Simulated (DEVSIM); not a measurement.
Structure: Schottky contact on n-type Ge, at 300 K.

```tsv
layer (left to right)	material	thickness (μm)	Nd (cm⁻³)	τn (s)	τp (s)
1	Ge	0.340	1.5e15	0.00052	0.00052
2	Ge	8.80	9.1e17	0.00052	0.00052
```

Left contact: Schottky, work function 4.46 eV, emission velocity 4.3e6 cm/s. Right contact: ohmic. Voltage is applied to the left contact. Recombination: SRH at mid-gap. Mobility is constant in doping.

This is a model device: material constants are rounded textbook-type values typed into the input, and sizes, dopings and lifetimes were drawn at random. Values at 300 K.

```tsv
parameter	Ge
gap (eV)	0.664
affinity (eV)	4
permittivity	16
Nc (cm⁻³)	1.04e19
Nv (cm⁻³)	6e18
μn (cm²/Vs)	3900
μp (cm²/Vs)	1900
```

Model (solved in DEVSIM): 1D drift-diffusion, Boltzmann statistics, complete ionisation; no tunnelling, impact ionisation, image-force lowering or self-heating. Metal contacts follow the ideal Schottky-Mott rule: no Fermi-level pinning, no interface dipoles.

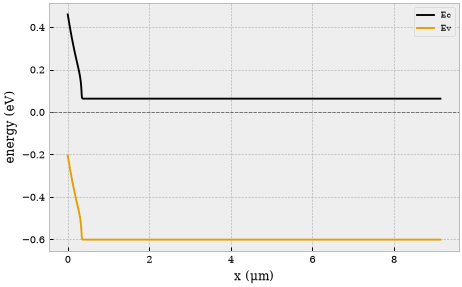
Figure: Band edges at zero bias

Energies count from the Fermi level of the right contact; mesh points crowd at the junctions.

```
x (μm)   Ec (eV)  Ev (eV)  n (cm⁻³)  p (cm⁻³)  field (V/cm)
-------  -------  -------  --------  --------  ------------
0.000      0.460   -0.204    1.9e11    2.2e15        -12000
0.02106    0.435   -0.229    5.2e11    8.5e14        -12000
0.05789    0.394   -0.270    2.5e12    1.7e14        -11000
0.1223     0.327   -0.337    3.3e13    1.3e13         -9700
0.2466     0.218   -0.446    2.3e15    1.9e11         -8400
0.2986     0.170   -0.494    1.5e16    3.0e10        -11000
0.3284     0.124   -0.540    8.6e16     5.1e9        -23000
0.3536     0.065   -0.599    8.5e17     5.2e8         -3700
0.3881     0.063   -0.601    9.1e17     4.8e8           ≈ 0
0.4599     0.063   -0.601    9.1e17     4.8e8           ≈ 0
0.5916     0.063   -0.601    9.1e17     4.8e8           ≈ 0
0.9626     0.063   -0.601    9.1e17     4.8e8           ≈ 0
1.554      0.063   -0.601    9.1e17     4.8e8           ≈ 0
2.687      0.063   -0.601    9.1e17     4.8e8           ≈ 0
5.696      0.063   -0.601    9.1e17     4.8e8           ≈ 0
7.353      0.063   -0.601    9.1e17     4.8e8           ≈ 0
8.218      0.063   -0.601    9.1e17     4.8e8           ≈ 0
8.670      0.063   -0.601    9.1e17     4.8e8           ≈ 0
8.954      0.063   -0.601    9.1e17     4.8e8           ≈ 0
9.054      0.063   -0.601    9.1e17     4.8e8           ≈ 0
9.109      0.063   -0.601    9.1e17     4.8e8           ≈ 0
9.140      0.063   -0.601    9.1e17     4.8e8           ≈ 0
```
